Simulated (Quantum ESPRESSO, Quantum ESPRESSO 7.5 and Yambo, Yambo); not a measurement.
# PtS2 (1T monolayer): G0W0 on several meshes in Yambo

How does the mesh move the gap of PtS2 (1T monolayer)?

Method: PBE and many-body steps on it, plane waves, in Quantum ESPRESSO 7.5 and Yambo 5.3.0.

## 1. The starting structure

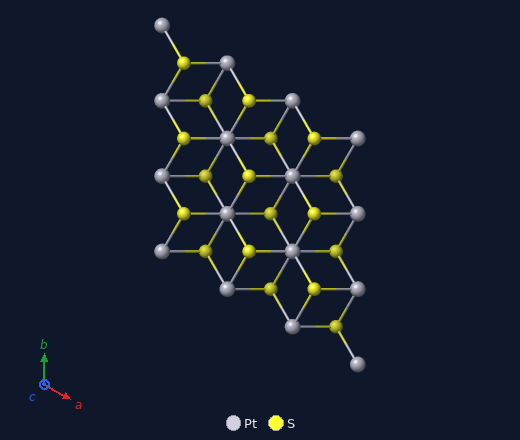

The starting structure, seen from above (platinum light grey, sulfur yellow). 3×3×1 cells are drawn. Some periodic images of atoms are drawn too.

The cell holds 3 atoms: 1 Pt and 2 S. Its edges and angles: a = 3.574 Å, b = 3.574 Å, c = 15.000 Å, α = 90.0°, β = 90.0°, γ = 120.0°. Vacuum lies along c.

The structure was relaxed with PBE. The runs that relaxed it are not among those shown. Spin-orbit coupling is left out unless a step names it.

## 2. Empty states on the mesh, 6×6×1 mesh, 235 bands

This step: Quantum ESPRESSO 7.5; DFT, PBE, plane waves, norm-conserving pseudopotentials.

The sums over transitions need many empty states on a uniform mesh; this step solves for them.

Contents of pw.in:

```
&control
  calculation = 'nscf'
  prefix = 'x'
  outdir = 'o'
  pseudo_dir = 'pseudo'
/
&system
  ibrav = 0
  nat = 3
  ntyp = 2
  ecutwfc = 76.0
  nbnd = 235
  force_symmorphic = .true.
/
&electrons
  conv_thr = 1e-9
  electron_maxstep = 80
  diago_full_acc = .true.
  diago_thr_init = 5e-6
/
ATOMIC_SPECIES
  Pt 195.08 Pt.upf
  S 32.06 S.upf
CELL_PARAMETERS angstrom
  3.5735367340 0.0000000000 0.0000000000
  -1.7867683670 3.0947735930 0.0000000000
  0.0000000000 0.0000000000 15.0000000000
ATOMIC_POSITIONS crystal
  Pt 0.0000000000 0.0000000000 0.5000000000
  S 0.3333333333 0.6666666667 0.5818567013
  S 0.6666666667 0.3333333333 0.4181432987
K_POINTS automatic
  6 6 1 0 0 0
```

Started as:

```sh
$ OMP_NUM_THREADS=1 mpirun -n 4 pw.x -nk 4 -in pw.in > pw.out
```

What it wrote:

```text
Program PWSCF v.7.5 starts

     This program is part of the open-source Quantum ESPRESSO suite
     for quantum simulation of materials; please cite
         "P. Giannozzi et al., J. Phys.:Condens. Matter 21 395502 (2009);
         "P. Giannozzi et al., J. Phys.:Condens. Matter 29 465901 (2017);
         "P. Giannozzi et al., J. Chem. Phys. 152 154105 (2020);
     in publications or presentations arising from this work. More details at

     Atomic positions and unit cell read from directory:
     o/x.save/

     Message from routine setup:
[...]
k = 0.0000 0.3849 0.0000 ( 12540 PWs)   bands (ev):

[...]
29.2746  29.2887  29.5042  29.5060  30.0552  30.8745  31.0772  31.2220
     [... 18 further rows ...]
    66.8143  66.9612  67.0613  67.3512  67.5481  67.6047  68.1740  68.4589
    68.8344  69.1153  69.3912

          k = 0.0000-0.5774 0.0000 ( 12518 PWs)   bands (ev):

     [... further k-points ...]

     highest occupied, lowest unoccupied level (ev):    -0.8916    1.1476

     XML data file, pseudopotentials, collected wavefunctions

=------------------------------------------------------------------------------=
   JOB DONE.
=------------------------------------------------------------------------------=
```

The job ended after 1.9 min (4 MPI ranks of Arm Neoverse N1, shared host; peak memory 1.3 GiB).

This step gave:

- gap: 2.039 eV
- k of the valence top: 0.1667, 0.1667, 0
- k of the conduction bottom: 0, 0.1667, 0
- least direct gap: 2.065 eV
- k points computed: 7
- lowest point of the top converged band, above the valence top: 69.0548 eV

On this mesh the gap is 2.039 eV.

The density comes from a self-consistent run that is not shown.

## 3. Conversion and set-up

This step: Yambo 5.3.0; conversion and set-up on PBE, plane waves, norm-conserving pseudopotentials.

The states are converted to the many-body program's format and the q mesh is built.

Started as:

```sh
$ (cd o/x.save; p2y > p2y.log; mv SAVE ../..); yambo > setup.log
```

What it wrote:

```text
 Yambo, version 5.3.0

 [02] CORE Variables Setup
 =========================

  [02.01] Unit cells
  ==================

  Cell kind             :  HCP
  Atoms in the cell     :  Pt  S
  number of Pt atoms    :  1
  number of S  atoms    :  2

  List of atomic masses
  Mass of Pt    :  195.0800
  Mass of S     :  32.06000

  List of atomic coordinates    : [cc]
  Pt1       :   0.00000   0.00000  14.17295  order 1
  S1       : -0.33765E-09   3.8988       16.493      order 2
  S2       :   3.37650   1.94942  11.85264  order 3

[...]
BZ  Q-points                                      :   36

 K/Q-points units:
 rlu = crystal or reduced units; cc = cartesian coordinates; iku = interal k-units

 Q [1]          [rlu]:  0.000000  0.000000  0.000000
 Q [2]          [rlu]:  0.48455E-17  0.16667       0.0000
 Q [3]          [rlu]:  0.96910E-17  0.33333       0.0000
 Q [4]          [rlu]: -0.14536E-16 -0.50000       0.0000
 Q [5]          [rlu]:  0.166667  0.166667  0.000000
 Q [6]          [rlu]:  0.166667  0.333333  0.000000
 Q [7]          [rlu]:  0.333333  0.333333  0.000000

  [03.01] X indexes
  =================

   [03.01.01] Sigma indexes
   ========================

 [06] Game Over & Game summary
```

Elapsed: 3.9 s, on 1 MPI rank; peak memory 0.25 GiB.

## 4. 6×6×1

Now the one-shot GW correction: screening in the RPA, then the self-energy of the levels asked for.

This step: G0W0 on PBE, plane waves, norm-conserving pseudopotentials.

Contents of gw2.in:

```
HF_and_locXC
gw0
dyson
ppa
em1d
rim_cut
rim_w
RandQpts= 3000000
RandGvec= 100 RL
CUTGeo= "slab z"
RandGvecW= 9 RL
EXXRLvcs= 76 Ry
VXCRLvcs= 304 Ry
Chimod= "HARTREE"
% BndsRnXp
 1 | 117 |
%
NGsBlkXp= 9.5 Ry
% LongDrXp
 1 | 1 | 0 |
%
% GbndRnge
 1 | 117 |
%
DysSolver= "n"
ExtendOut
PPAPntXp= 27.21138 eV
% QPkrange
 5 | 5 | 14 | 17 |
 2 | 2 | 14 | 17 |
 1 | 1 | 14 | 17 |
%
```

Started as:

```sh
$ OMP_NUM_THREADS=1 mpirun -n 4 yambo -F gw2.in -J gw2 -C gw2 > gw2.log
```

What it wrote:

```text
 Yambo, version 5.3.0

 [02] CORE Variables Setup
 =========================

  [... cell, symmetries and grids as in the set-up ...]

  [02.05] Energies & Occupations
  ==============================

  [X] === General ===
  [X] Electronic Temperature                        :  0.000000  0.000000 [eV K]
  [X] Bosonic    Temperature                        :  0.000000  0.000000 [eV K]
  [X] Finite Temperature mode                       : no
  [X] El. density                                   :  0.18084E+24 [cm-3]
  [X] Fermi Level                                   : -0.891573 [eV]

  [X] === Gaps and Widths ===
  [X] Conduction Band Min                           :  2.039184 [eV]
  [X] Valence Band Max                              :  0.000000 [eV]
  [X] Filled Bands                                  :  15
  [X] Empty Bands                                   :   16  235
  [X] Direct Gap                                    :  2.064822 [eV]
  [X] Direct Gap localized at k                     :  2
  [X] Indirect Gap                                  :  2.039184 [eV]
  [X] Indirect Gap between kpts                     :   5   2
  [X] Last valence band width                       :  1.366419 [eV]
  [X] 1st conduction band width                     :  1.156560 [eV]

 [03] Transferred momenta grid and indexing
 ==========================================

 IBZ Q-points                                      :   7
 BZ  Q-points                                      :   36

 K/Q-points units:
 rlu = crystal or reduced units; cc = cartesian coordinates; iku = interal k-units

 Q [1]          [rlu]:  0.000000  0.000000  0.000000
 Q [2]          [rlu]:  0.48455E-17  0.16667       0.0000
 Q [3]          [rlu]:  0.96910E-17  0.33333       0.0000
 Q [4]          [rlu]: -0.14536E-16 -0.50000       0.0000
 Q [5]          [rlu]:  0.166667  0.166667  0.000000
 Q [6]          [rlu]:  0.166667  0.333333  0.000000
 Q [7]          [rlu]:  0.333333  0.333333  0.000000

 [04] Coloumb potential Random Integration (RIM)
 ===============================================

 Performing RIM of v_slab

  [04.01] RIM initialization
  ==========================

  * Diagonal components only detected *

  8 x (sBL volume)        :  0.049239 [a.u.]
  sBZ random points       :  3000000
  Points outside the sBZ  :  24001124
  RL volume               :  0.221577 [a.u.]
  Integrated volume       :  0.221567 [a.u.]

  [04.02] RIM integrals
  =====================

  Gamma point sphere radius             :  0.042044 [a.u.]
  Points outside the sphere             :  2398760
  [Int_sBZ(q=0) 1/q^2]*(Vol_sBZ)^(-1/3) =:  7.537039
                                 should be <:  7.795600

  Summary of Coulomb integrals for non-metallic bands |Q|[au] RIM/Bare

  Q [1] 0.100000E-4 0.966832 * Q [2] 0.179061 1.019959
  Q [5] 0.310143 1.030508 * Q [3] 0.358122 1.026927
  Q [6] 0.473751 1.018421 * Q [4] 0.537183 1.015215
  Q [7] 0.620285 1.011349
  Non-periodic chartesian directions : none
  Optical renormalization            :  28.34589 [au]
  Polarizability dimension           : length

 [05] Coloumb potential CutOffslab
 =================================

 Cut directionsZ
 Slab Cutoff:Z
 Symmetry test passed : yes

 [06] Dipoles
 ============

  [06.01] Setup: observables and procedures
  =========================================

  [WARNING] [x,Vnl] slows the Dipoles computation. To neglect it rename the ns.kb_pp file

 [07] Dynamic Dielectric Matrix (PPA)
 ====================================

 [WR./gw2//ndb.pp]---------------------------------------------------------------
  Brillouin Zone Q/K grids (IBZ/BZ)                :    7   36    7   36
  RL vectors                                       :  15319 [WF]
  Coulomb cutoff potential                         : slab z
  Electronic Temperature                           :  0.000000 [K]
  Bosonic    Temperature                           :  0.000000 [K]
  PPA    diel. fun.  energies                      : Perdew, Burke & Ernzerhof(X)+Perdew, Burke & Ernzerhof(C)
[...]
Field direction                                  :  0.707107E-5  0.707107E-5   0.00000
  BZ energy Double Grid                            : no
  BZ energy DbGd points                            : 0
  BZ Q point size factor                           : -1.000000
  X Optical Averaged directions                    : none

 [08] Local Exchange-Correlation + Non-Local Fock
 ================================================

 [VXC] Plane waves :  100255
 [EXS] Plane waves :  12631

 QP @ state[ 1 ] K range:  1  2
 QP @ state[ 1 ] b range:  14  17
 QP @ state[ 2 ] K range:   5   5
 QP @ state[ 2 ] b range:  14  17

 [xc] Functional : Perdew, Burke & Ernzerhof(X)+Perdew, Burke & Ernzerhof(C)
 [xc] LIBXC used to calculate xc functional
  PP Number of Atomic Species                      :  2
  NLCC RL compoments                               :  100255
  PP Number of Atomic Species                      :  2
  NLCC RL compoments                               :  100255

 [xc] E_xc :  -16.11413 [Ha]
      E_xc :  -32.22826 [Ry]

  Local XC kind (lXC) : Perdew, Burke & Ernzerhof(X)+Perdew, Burke & Ernzerhof(C)
  Non-Local XC kind (nlXC) : Hartree-Fock

  Corrections @ K [1] :  [eV]
 <14|nlXC|14> = -15.91028  0.10915E-16 <14|lXC|14> = -13.81681 -0.37763E-15
 <15|nlXC|15> = -15.91027 -0.36110E-17 <15|lXC|15> = -13.81680  0.47204E-16
 <16|nlXC|16> = -13.04571 -0.15183E-17 <16|lXC|16> = -16.89907 -0.37763E-15
 <17|nlXC|17> = -13.04572  0.12600E-18 <17|lXC|17> = -16.89907  0.56645E-15

  Corrections @ K [2] :  [eV]
 <14|nlXC|14> = -17.52371  0.32616E-17 <14|lXC|14> = -15.09466 -0.94408E-16
 <15|nlXC|15> = -19.68488 -0.29719E-17 <15|lXC|15> = -16.66488  0.000000
[...]
Corrections @ K [5] :  [eV]
[...]
<15|nlXC|15> = -17.62198 -0.31620E-17 <15|lXC|15> = -15.01162 -0.18882E-15
 <16|nlXC|16> = -12.08893 -0.53519E-17 <16|lXC|16> = -15.64451  0.000000
 <17|nlXC|17> = -12.79463 -0.52939E-18 <17|lXC|17> = -16.45290 -0.35403E-15

 [09] Dyson equation: Newton solver
 ==================================

  [09.01] RIM-W interpolation
  ===========================

  [WARNING] RIM-W works only for 2D semiconductors with slab cutoff
  Found compatible q grid: 2D
  q_min[ 1 ]:  0.16667      0.47076E-13   0.0000     [rlu]
   0.166667  0.083333  0.000000 [iku]
  q_min[ 2 ]:  0.48455E-17  0.16667       0.0000     [rlu]
   0.48455E-17  0.16667       0.0000     [iku]
  G-vectors :   9
  G-vectors loaded:   63
  Number of interpolated frequencies:  2

  Evaluating coefficients q = 0
  Evaluating coefficients q = 0

  [09.02] RIM-W integrals
  =======================

  8 x (sBL volume)        :  0.049239 [a.u.]
  sBZ random points       :  3000000
  Points outside the sBZ  :  24001124
  RL volume               :  0.221577 [a.u.]
  Integrated volume       :  0.221567 [a.u.]

  [09.03] RIM integrals
  =====================

  Comparison between head Wc = W - v averages: < Wc > [au] RIM-W/RIM

   < -Wc [Q = 1] > 0.357134E-1 0.439919E-4 * < -Wc [Q = 2] > 0.005436 0.005245
   < -Wc [Q = 3] > 0.973214E-3 0.953308E-3 * < -Wc [Q = 4] > 0.325747E-3 0.322188E-3
   < -Wc [Q = 5] > 0.001427 0.001393 * < -Wc [Q = 6] > 0.459391E-3 0.453710E-3
   < -Wc [Q = 7] > 0.212477E-3 0.210183E-3

  Comparison between head Wc = W - v averages: < Wc > [au] RIM-W/RIM

   < -Wc [G = 1,G`=0] > 0.357134E-1 0.439919E-4 * < -Wc [G = 2,G`=0] >-0.002270 0.000000
   < -Wc [G = 3,G`=0] >-0.002270 0.000000 * < -Wc [G = 4,G`=0] > 0.489038E-4  0.00000
   < -Wc [G = 5,G`=0] > 0.488607E-4  0.00000 * < -Wc [G = 6,G`=0] > 0.117281E-3  0.00000
   < -Wc [G = 7,G`=0] > 0.117320E-3  0.00000 * < -Wc [G = 8,G`=0] >-0.308771E-4  0.00000
   < -Wc [G = 9,G`=0] >-0.308781E-4  0.00000

 [10] G0W0 (W PPA)
 =================

 [  GW  ] Bands range     :    1  117
 [GW/PPA] G damping       :  0.100000 [eV]

 QP @ state[ 1 ] K range:  1  2
 QP @ state[ 1 ] b range:  14  17
 QP @ state[ 2 ] K range:   5   5
 QP @ state[ 2 ] b range:  14  17

  Sc/G bands                                       :    1  117
  Sc/G damping                                     :  0.100000 ev
  Sc bands terminator                              : no
  Sx RL components                                 :  12631

  QP @ state[ 1 ] K range                          :  1  2
  QP @ state[ 1 ] b range                          :  14  17
  QP @ state[ 2 ] K range                          :   5   5
  QP @ state[ 2 ] b range                          :  14  17
  GF energies kind                                 : Perdew, Burke & Ernzerhof(X)+Perdew, Burke & Ernzerhof(C)
  GF WF`s kind                                     : Perdew, Burke & Ernzerhof(X)+Perdew, Burke & Ernzerhof(C)
  Xs energies kind                                 : Perdew, Burke & Ernzerhof(X)+Perdew, Burke & Ernzerhof(C)
  Xs WF`s kind                                     : Perdew, Burke & Ernzerhof(X)+Perdew, Burke & Ernzerhof(C)

 [14] Game Over & Game summary
```

Elapsed: 11 min, on 4 MPI ranks; peak memory 2.6 GiB.

Numbers from this step:

* G0W0 gap on the points computed: 3.281 eV
* starting gap on the mesh: 2.039 eV
* k of the valence top: 0, 0.1667, 0
* k of the conduction bottom: 0, 0.1667, 0
* least direct G0W0 gap on the computed points: 3.281 eV
* Z at the valence top: 0.7469
* Z at the conduction bottom: 0.7538

The gap on the mesh goes from 2.04 eV to 3.28 eV, a correction of +1.24 eV.

## 5. Empty states on the mesh, 9×9×1 mesh, 117 bands

This step: Quantum ESPRESSO 7.5; DFT, PBE, plane waves, norm-conserving pseudopotentials.

Changes to pw.in since step 2:

```diff
@@ -11,3 +11,3 @@
   ecutwfc = 76.0
-  nbnd = 235
+  nbnd = 117
   force_symmorphic = .true.
@@ -32,2 +32,2 @@
 K_POINTS automatic
-  6 6 1 0 0 0
+  9 9 1 0 0 0
```

Started as:

```sh
$ OMP_NUM_THREADS=1 mpirun -n 4 pw.x -nk 4 -in pw.in > pw.out
```

What it wrote:

```text
[banner, memory and clock lines left out]
Program PWSCF v.7.5 starts

     Atomic positions and unit cell read from directory:
     o/x.save/

     Message from routine setup:
     using ibrav=0 with symmetry is DISCOURAGED, use correct ibrav instead

     G-vector sticks info

     bravais-lattice index     =            0
     lattice parameter (alat)  =       6.7530  a.u.
     unit-cell volume          =    1119.4765 (a.u.)^3
     number of atoms/cell      =            3
     number of atomic types    =            2
     number of electrons       =        30.00
[...]
[... 3 further rows ...]
[...]
41.2092  41.6035  41.9676  42.2617  42.8721

          k = 0.0000 0.2566 0.0000 ( 12522 PWs)   bands (ev):

[...]
28.2718  28.2858  28.3607  28.6365  28.8870  29.3338  29.5646  30.1957
     [... 3 further rows ...]
    38.1914  38.8632  39.2443  39.6120  39.7592  39.8048  40.5292  41.3107
    41.4900  41.6443  41.9572  42.0723  42.2542

          k = 0.0000 0.3849 0.0000 ( 12540 PWs)   bands (ev):

     [... further k-points ...]

     highest occupied, lowest unoccupied level (ev):    -0.9326    0.8765

     XML data file, pseudopotentials, collected wavefunctions
```

The job ended after 78 s (4 MPI ranks; peak memory 0.81 GiB; 5.2 min of CPU time).

This step gave:

| Property | Result |
| --- | --- |
| gap | 1.809 eV |
| k of the valence top | 0, 0.1111, 0 |
| k of the conduction bottom | 0, 0.2222, 0 |
| least direct gap | 1.876 eV |
| k points computed | 12 |
| lowest point of the top converged band, above the valence top | 41.80 eV |

On this mesh the gap is 1.809 eV.

(Continued in part 2 of 2.)

[Paths, hosts, dates, memory and timing lines, banners, echoed tables and standing remarks are left out of the program output.]

[Logs are printed without paths, hosts, clocks, repeated set-up lines and the standing remarks that a program may print on its own settings, such as how far it seeks lower states.]

[Runs of the session that timed out or met a known fault of the program may be left out.]

[Hosts, paths, dates, database ids (printed as entryN), source tags and the programs' standing remarks are cut or masked in the printed files.]
